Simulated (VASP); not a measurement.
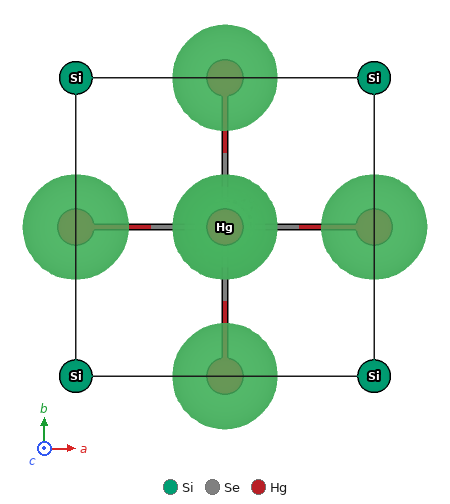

The picture shows: SiHg$_{3}$Se. Isosurface of the valence pseudo-density at 0.8 e/Å³ (green), seen along the c axis. Sticks mark near contacts.

Space group Pm-3m; a generated structure, not necessarily the stable one.

The calculation used Kohn-Sham DFT of a periodic cell, PBE, VASP PAW PBE potentials, recommended in VASP 6.6.1.

The density is the valence pseudo-density of a PAW calculation; it isn't the true density close to the nuclei.

### What does this surface tell about the bonding?

At this value the density breaks into separate islands; it holds about 55 % of the electrons treated as valence. It bridges none of the near contacts. It is pinched off along the shortest Hg–Se (2.76 Å) and Si–Hg (3.91 Å) contacts. On the grid the lowest density along these lines, outside the cores, is 0.34 e/Å³ (Hg–Se, 2.76 Å) and 0.05 e/Å³ (Si–Hg, 3.91 Å).
